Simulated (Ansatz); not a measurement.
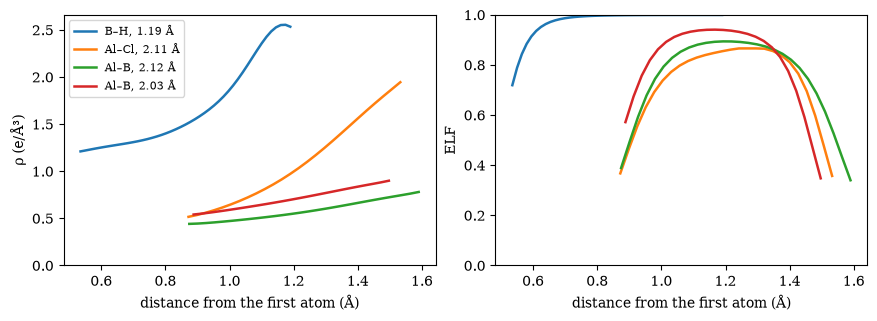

The picture shows: Al₂BCl₂H (SMILES [Al][BH][Al]([Cl])[Cl]) (triplet). Electron density and ELF along straight lines between neighbouring atoms. The curves leave out the atomic cores.

Geometry: B3LYP/6-31G*.

These are results of isolated molecule in a Gaussian basis; Kohn-Sham density functional theory, functional PBE0 in Ansatz, not measurements.

```xyz
6

Al   -0.4060    3.3829    0.5342
Al    0.3902    0.5477   -0.1336
B     1.3784    2.2563    0.3379
Cl    0.6813   -1.4869   -0.6263
Cl   -1.7571    1.1146   -0.0935
H     2.4863    2.6608    0.4906
```

Compare the contacts.

B–H (1.19 Å): the density is about 1.2 e/Å³ at the midpoint; the ELF climbs to about 1 towards the hydrogen, as it does in any bond to H; an ordinary covalent bond to hydrogen.
Al–Cl (2.11 Å): ρ at the midpoint is about 0.72 e/Å³; the ELF peaks at about 0.85 in the valence shell of Cl, 0.8 Å from its nucleus, and is about 0.80 at the midpoint.
Al–B (2.12 Å): ρ is about 0.49 e/Å³ halfway; the ELF peaks at about 0.90 between the atoms: a covalent bond.
Al–B (2.03 Å): ρ is about 0.6 e/Å³ halfway; the ELF peaks at about 0.95 between the atoms (a covalent bond).
